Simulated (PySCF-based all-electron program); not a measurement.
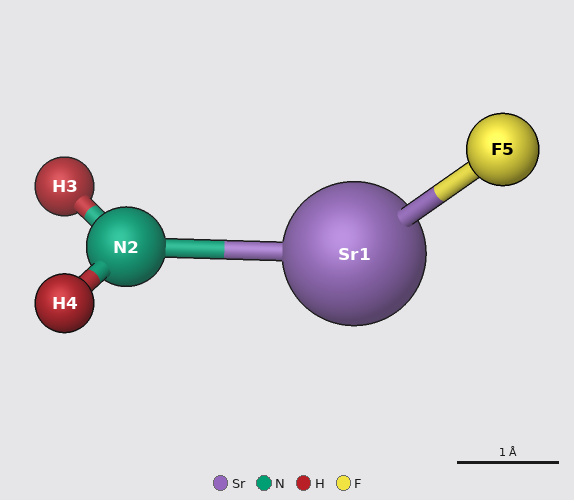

Source: calculation with PySCF-based all-electron program.

Geometry: a fixed input geometry, not necessarily a minimum.

Give these bond angles: N2–Sr1–F5, Sr1–N2–H3, H3–N2–H4.

```csv
angle,degrees
N2–Sr1–F5,132.0
Sr1–N2–H3,127.5
H3–N2–H4,105.0
```
